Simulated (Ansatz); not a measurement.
**BrCuGeO (SMILES [O]=[Ge+][Cu-][Br]): density, localisation and related maps**

```xyz
4

Br    0.0000    0.0000   -3.1597
Cu    0.0000    0.0000   -0.9562
Ge    0.0000    0.0000    1.2480
O     0.0000    0.0000    2.8679
```

Geometry: r2SCAN-D4/def2-SVP.

All numbers below come from isolated molecule in a Gaussian basis; Kohn-Sham density functional theory, functional PBE0 (Ansatz).

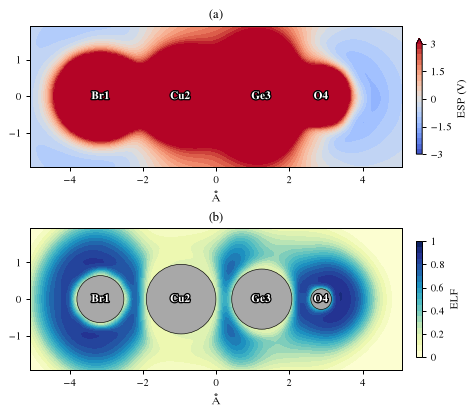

Figure 1. (a) molecular electrostatic potential; (b) electron localisation function on a plane that holds the molecular axis. Grey discs cover the atomic cores in the ELF map.

### What do the fields say about this system?

- The section cuts through Br, Cu, Ge and O sites.
- Ge–O (1.62 Å): the ELF peaks at about 0.75 in the valence shell of O, 0.6 Å from its nucleus, and is about 0.25 at the midpoint.
- Cu–Br (2.20 Å): the ELF peaks at about 0.75 in the valence shell of Br, 0.9 Å from its nucleus, and is about 0.50 at the midpoint.
- Cu–Ge (2.20 Å): the ELF reaches about 0.55 near the midpoint.
- The ELF also peaks beside O4, away from the bonds: lone-pair regions.
- Outside the dense part of the molecule the potential is most negative (−1.4 V) near O4.

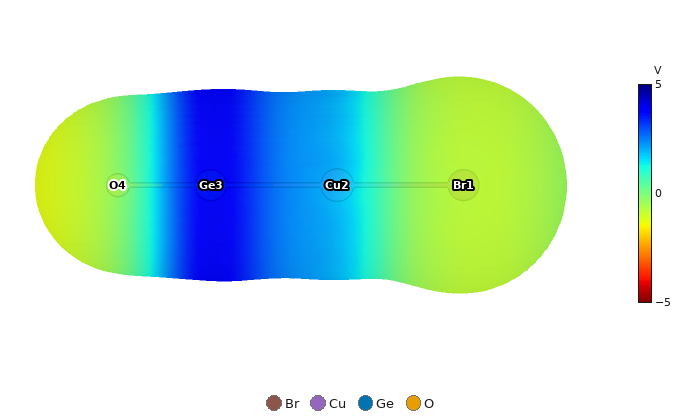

Figure 2. The electrostatic potential painted on the density surface at 0.004 e/bohr³, seen at a tilt; red is negative and blue positive.

### Where is the surface potential most negative and most positive?

The most negative region (about −1.3 V) lies over O4, the most positive (about +3.9 V) over Ge3. O4 is the likeliest acceptor of a hydrogen bond.

### What dipole moment does the calculation give?

Its dipole moment is 2.23 D.

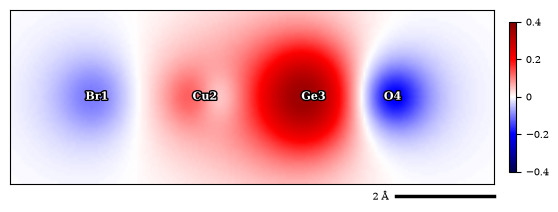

Figure 3. The LUMO on a plane 0.8 Å above a plane that holds the molecular axis (values in Å⁻³ᐟ²; the overall sign is arbitrary).

### Describe this orbital and give its energy.

By Hirshfeld shares it lies mainly on Ge3 (about 65 %), Cu2 (about 20 %) and O4 (about 15 %). It is one of a degenerate set, so its orientation is arbitrary. Its energy is −3.52 eV.
